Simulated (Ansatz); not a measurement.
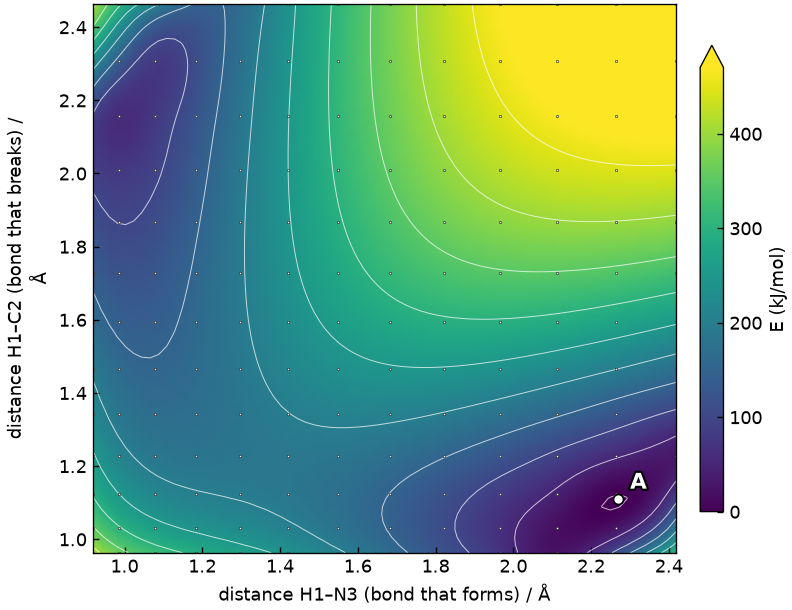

The reacting system CHN (one molecule; an intramolecular 1,2-shift). Coordinates scanned: (1) distance H1–N3 (bond that forms); (2) distance H1–C2 (bond that breaks). Relaxed at each point: all other coordinates. Grid: 13 × 13 points. Points are written as (first, second). Energies are in kJ/mol, from the lowest grid point. The reference is spin-restricted, so regions where a bond is pulled apart into radicals lie too high. Computed with RKS PBE-D4/def2-TZVP in Ansatz 0.2.0.

The picture shows a smooth colour map with a few white contour lines, dots at the grid points, one colour for all values above the top of the scale, the point A. Between grid points the surface is interpolated.

Question: Find the lowest path from A to the other arm of the map, and its barrier.

Answer: The easiest path runs from the side where the first distance is long, (2.263 Å, 1.123 Å), to the well on the other side, about (1.00 Å, 2.11 Å). Its highest point, at about (1.38 Å, 1.20 Å), lies about 189 kJ/mol above the start and 128 kJ/mol above the end on the interpolated surface.

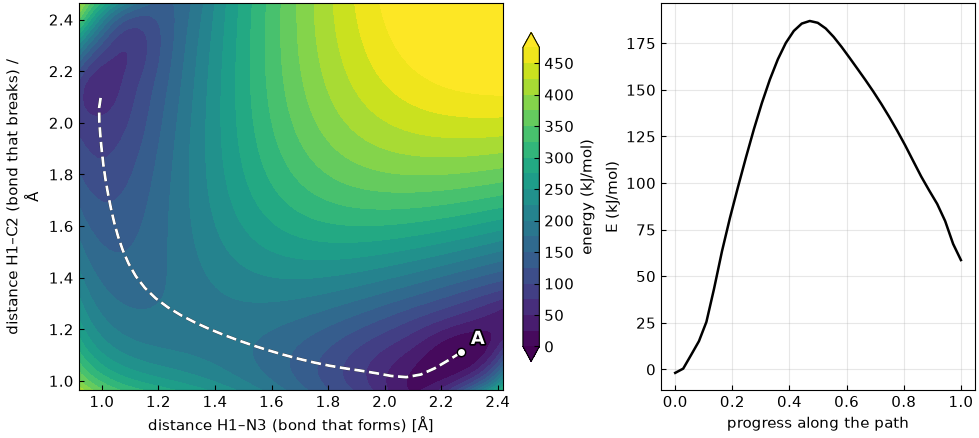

In the figure: filled contours, a line along the lowest path, one colour for all values above the top of the scale, the energy along the path at the right. Between grid points the surface is interpolated.
